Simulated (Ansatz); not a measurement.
# GeH (quartet): one geometry, many settings at distance Ge1–H2 = 5.334 Å

Aim: run GeH (quartet) at one geometry under a spread of methods and options, and see what each costs and gives.

Program: Ansatz 0.2.0, Gaussian basis. Level of theory: the settings change from run to run. These are calculated values, not measurements.

18 further runs of the same task are left out: 2 for a mislabelled method, 10 that didn't finish, 6 set aside as unsound or not needed.

## Step 1: The system

The geometry derives from a PBE0/def2-TZVP stationary point (not a proven minimum). One bond is set to the value named and the two fragments are kept rigid. No spin-orbit coupling is included. The filled d shell of Ge may be among the frozen orbitals whatever the setting's name suggests; the logs give the count.

2 atoms, charge 0, spin multiplicity 4.

Atoms are counted from 1 here; the program's logs count them from 0.

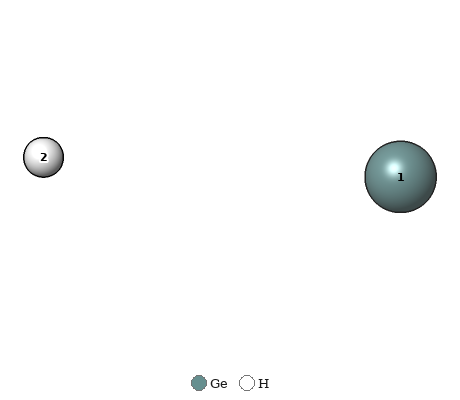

The geometry (germanium teal, hydrogen white); atoms are numbered from 1 in the order of the file.

## Step 2: MRCISD+Q(5,4)/def2-SVPD

Contents of in.yaml:

```yaml
crystal:
  periodic: [false, false, false]
  atoms:
    - {symbol: Ge, position_ang: [0.000000, 0.000000, 0.000000]}
    - {symbol: H, position_ang: [0.000000, 0.000000, 5.334000]}
basis:
  gaussian: {orbitals: def2-SVPD}
magnetization: {spin_polarized: false, initial_magnetization: 3}
correlation: {method: fic_mrcisd_q, electrons: outside_noble_gas, active_space: {window: {electrons: 5, orbitals: 4}}}
```

Launch:

```
> ansatz run in.yaml --threads 1 --pin off --events-out ev --progress --plain --max-ram 2393MiB
```

The log of the run, cut to the lines that bear on the results:

```text
Functional definition: HF
  name "HF"
  cite "Fock, Z. Phys. 61, 126 (1930) doi:10.1007/BF01340294"
  parent pbe
[...]
448 factors; integrals over basis functions are off by at most 6.3e-4 eV
[...]
mean field -56478.70375714 eV, -2075.5540804346 hartree, gradient 3.3e-6 eV, S^2 3.750000; 8 other end points of the search recorded, 0 dependent functions left out
reference -56478.70375714 eV, -2075.5540804346 hartree; 18, 15 occupied and 28, 31 virtual orbitals, 448 factors
state -56478.70375714 eV, -2075.5540804346 hartree
contracted CI cycle   1: correlation 0.00000000 eV, 0.0000000000 hartree, residual 7.44e0 eV
contracted CI cycle   2: correlation -1.58629159 eV, -0.0582951409 hartree, residual 1.52e0 eV
contracted CI cycle   3: correlation -1.66614240 eV, -0.0612296039 hartree, residual 4.59e-1 eV
contracted CI cycle   4: correlation -1.67363072 eV, -0.0615047946 hartree, residual 1.33e-1 eV
contracted CI cycle   5: correlation -1.67417618 eV, -0.0615248397 hartree, residual 3.27e-2 eV
contracted CI cycle   6: correlation -1.67420664 eV, -0.0615259591 hartree, residual 7.99e-3 eV
contracted CI cycle   7: correlation -1.67420817 eV, -0.0615260155 hartree, residual 1.86e-3 eV
contracted CI cycle   8: correlation -1.67420826 eV, -0.0615260189 hartree, residual 6.10e-4 eV
state -56478.70375714 eV, -2075.5540804346 hartree; corrected -56480.48095937 eV, -2075.6193914117 hartree
Total energy: -56480.48095937 eV, -2075.6193914117 hartree
```

It took 1.8 s on 1 thread of AMD EPYC 9R14, shared host.

From the report: 3 determinants; active occupations 2.00, 1.00, 1.00, 1.00.

## Step 3: BCCD on ROHF/cc-pVTZ

Contents of in.yaml:

```yaml
crystal:
  periodic: [false, false, false]
  atoms:
    - {symbol: Ge, position_ang: [0.000000, 0.000000, 0.000000]}
    - {symbol: H, position_ang: [0.000000, 0.000000, 5.334000]}
basis:
  gaussian: {orbitals: cc-pVTZ, point_charges: [{charge: 0.50, position_ang: [4.839, 0.036, 0.799]}]}
magnetization: {spin_polarized: false, initial_magnetization: 3}
correlation: {method: bccd, electrons: outside_noble_gas}
scf: {lower_state_search: full}
output: {forces: true}
```

The command is unchanged.

The log of the run, cut to the lines that bear on the results:

```text
Functional definition: HF
  name "HF"
  cite "Fock, Z. Phys. 61, 126 (1930) doi:10.1007/BF01340294"
  parent pbe
[...]
349 factors; integrals over basis functions are off by at most 1.6e-4 eV
[...]
mean field -56486.99765241 eV, -2075.8588754640 hartree, gradient 2.3e-10 eV, S^2 3.750000; 17 other end points of the search recorded, 0 dependent functions left out
[...]
determinant -56486.99765241 eV, -2075.8588754640 hartree, with singles and doubles -56488.89187416 eV, -2075.9284868294 hartree
determinant -56486.99679522 eV, -2075.8588439627 hartree, with singles and doubles -56488.89117034 eV, -2075.9284609645 hartree
determinant -56486.89249295 eV, -2075.8550109251 hartree, with singles and doubles -56488.79417986 eV, -2075.9248966299 hartree
determinant -56486.99765241 eV, -2075.8588754640 hartree, with singles and doubles -56488.85587327 eV, -2075.9271638209 hartree
determinant -56486.99679522 eV, -2075.8588439627 hartree, with singles and doubles -56488.85521378 eV, -2075.9271395850 hartree
determinant -56486.89249295 eV, -2075.8550109251 hartree, with singles and doubles -56488.75778985 eV, -2075.9235593218 hartree
14 core orbitals not correlated: weight in the atoms' cores, before any rotation towards them, 1.000 or more for the frozen orbitals, at most 0.000 for the correlated occupied ones
reference -56486.99765241 eV, -2075.8588754640 hartree; 4, 1 occupied and 39, 42 virtual orbitals, 349 factors
second order -1.40172950 eV of doubles, -0.05744091 eV of singles
cycle   1  -1.86045394 eV  change   -2.2e-3 eV  update   1.2e-3
[...]
cycle  10  -1.85974805 eV  change   2.1e-11 eV  update  3.3e-10
[...]
Total energy: -56488.85740046 eV, -2075.9272199441 hartree
Atom 0 at     0.000000     0.000000     0.000000 Å, force     0.032151     0.000239     0.006410 eV/Å
Atom 1 at     0.000000     0.000000     5.334000 Å, force     0.000041     0.000000    -0.001140 eV/Å
Dipole moment:    -0.097817    -0.000728    -0.012092 e Å
```

Run time: 6 s. Hardware: 1 thread of AMD EPYC 9R14, shared host.

From the report: correlation -1.8597 eV; largest double amplitude 0.09.

## Step 4: HF/def2-SVP

Contents of in.yaml:

```yaml
crystal:
  periodic: [false, false, false]
  atoms:
    - {symbol: Ge, position_ang: [0.000000, 0.000000, 0.000000]}
    - {symbol: H, position_ang: [0.000000, 0.000000, 5.334000]}
basis:
  gaussian: {orbitals: def2-SVP}
magnetization: {spin_polarized: false, initial_magnetization: 3}
hamiltonian: {xc: hf}
output: {forces: true, orbitals: {seedname: orbitals}}
```

Launched as before.

The log of the run, cut to the lines that bear on the results:

```text
Functional definition: HF
  name "HF"
  cite "Fock, Z. Phys. 61, 126 (1930) doi:10.1007/BF01340294"
  parent pbe
[...]
367 factors; integrals over basis functions are off by at most 1.6e-4 eV
[...]
mean field -56478.69704840 eV, -2075.5538338928 hartree, gradient 5.5e-6 eV, S^2 3.750000; 3 other end points of the search recorded, 0 dependent functions left out
[...]
reference -56478.69704840 eV, -2075.5538338928 hartree; 18, 15 occupied and 19, 22 virtual orbitals, 367 factors
Total energy: -56478.69704840 eV, -2075.5538338928 hartree
Atom 0 at     0.000000     0.000000     0.000000 Å, force    -0.000000    -0.000000     0.000358 eV/Å
Atom 1 at     0.000000     0.000000     5.334000 Å, force     0.000000     0.000000    -0.000358 eV/Å
Dipole moment:    -0.000000     0.000000     0.000561 e Å
```

Run time: 0.48 s. Hardware: 1 thread of AMD EPYC 9R14, shared host.

## Step 5: HF/cc-pVTZ

Changes to in.yaml since step 4:

```diff
@@ -6,4 +6,4 @@
 basis:
-  gaussian: {orbitals: def2-SVP}
-magnetization: {spin_polarized: false, initial_magnetization: 3}
+  gaussian: {orbitals: cc-pVTZ}
+magnetization: {spin_polarized: true, initial_magnetization: 3}
 hamiltonian: {xc: hf}
```

Same command.

The log of the run, cut to the lines that bear on the results:

```text
Functional definition: HF
  name "HF"
  cite "Fock, Z. Phys. 61, 126 (1930) doi:10.1007/BF01340294"
  parent pbe
[...]
349 factors; integrals over basis functions are off by at most 1.6e-4 eV
[...]
mean field -56487.05243094 eV, -2075.8608885378 hartree, gradient 8.7e-11 eV, S^2 3.761006; 4 other end points of the search recorded, 0 dependent functions left out
[...]
reference -56487.05243094 eV, -2075.8608885378 hartree; 18, 15 occupied and 39, 42 virtual orbitals, 349 factors
Total energy: -56487.05243094 eV, -2075.8608885378 hartree
Atom 0 at     0.000000     0.000000     0.000000 Å, force    -0.000000    -0.000000     0.000269 eV/Å
Atom 1 at     0.000000     0.000000     5.334000 Å, force     0.000000     0.000000    -0.000269 eV/Å
Dipole moment:     0.000000    -0.000000     0.001513 e Å
```

It took 1.1 s on 1 thread of AMD EPYC 9R14, shared host.

From the report: ⟨S²⟩ of the determinant 3.761 (pure quartet: 3.75).

## Step 6: CCSDT(Q) on UHF/6-31G

Contents of in.yaml:

```yaml
crystal:
  periodic: [false, false, false]
  atoms:
    - {symbol: Ge, position_ang: [0.000000, 0.000000, 0.000000]}
    - {symbol: H, position_ang: [0.000000, 0.000000, 5.334000]}
basis:
  gaussian: {orbitals: 6-31G}
magnetization: {spin_polarized: true, initial_magnetization: 3}
correlation: {method: ccsdt_q, electrons: valence}
scf: {lower_state_search: off}
output: {forces: true}
```

Same command.

The log of the run, cut to the lines that bear on the results:

```text
Functional definition: HF
  name "HF"
  cite "Fock, Z. Phys. 61, 126 (1930) doi:10.1007/BF01340294"
  parent pbe
[...]
429 factors; integrals over basis functions are off by at most 4.4e-8 eV
[...]
mean field -56476.89157156 eV, -2075.4874838429 hartree, gradient 3.1e-10 eV, S^2 3.750381; 1 other end points of the search recorded, 0 dependent functions left out
9 core orbitals not correlated: weight in the atoms' cores, before any rotation towards them, 1.000 or more for the frozen orbitals, at most 0.000 for the correlated occupied ones
reference -56476.89157156 eV, -2075.4874838429 hartree; 9, 6 occupied and 13, 16 virtual orbitals, 429 factors
second order -4.68858421 eV of doubles, -0.00000000 eV of singles
cycle   1  -4.40409154 eV  change    2.8e-1 eV  update   4.4e-2
[...]
cycle   3  -4.59106653 eV  change   6.9e-10 eV  update  5.6e-10
perturbative correction 0.00096994 eV, 0.0000356446 hartree
[...]
Total energy: -56481.48166816 eV, -2075.6561667815 hartree
Atom 0 at     0.000000     0.000000     0.000000 Å, force     0.000000    -0.000000     0.001702 eV/Å
Atom 1 at     0.000000     0.000000     5.334000 Å, force    -0.000000    -0.000000    -0.001702 eV/Å
Dipole moment:    -0.000000     0.000000     0.000836 e Å
Checks for a lower state left out: starts, cluster_reference, orbital_swaps, neighbouring_geometries, increment
```

It took 49 s on 1 thread of AMD EPYC 9R14, shared host; peak memory 0.65 GiB.

From the report: ⟨S²⟩ of the determinant 3.750 (pure quartet: 3.75); correlation -4.5901 eV; T1 0.004; largest double amplitude 0.10.

## Step 7: The runs in one table

Where basis and cores are those of an earlier FCI/cc-pVTZ run (-56488.8767 eV), and the state is the same kind, the miss against it is given.

```csv
level,correlated,functions,energy (eV),from FCI (meV),time
"MRCISD+Q(5,4)/def2-SVPD",outside noble gas,46,-56480.4810,,1.8 s
BCCD on ROHF/cc-pVTZ (beside a point charge),outside noble gas,57,-56488.8574,,6 s
HF/def2-SVP,,37,-56478.6970,,0.48 s
HF/cc-pVTZ,,57,-56487.0524,1824.2,1.1 s
CCSDT(Q) on UHF/6-31G,valence,31,-56481.4817,,49 s
```

## Step 8: Summary of results

| quantity | value |
| --- | --- |
| runs | 5 |
| quickest | HF/def2-SVP, 0.48 s |
| slowest | CCSDT(Q) on UHF/6-31G, 49 s |

Total energies in different bases, with other cores or another treatment of relativity can't be set against each other. CCSDT(Q) on UHF/6-31G took 102 times as long as HF/def2-SVP; the jobs differ in more than the method. Hartree-Fock, CASSCF and CASCI lack dynamic correlation by design.
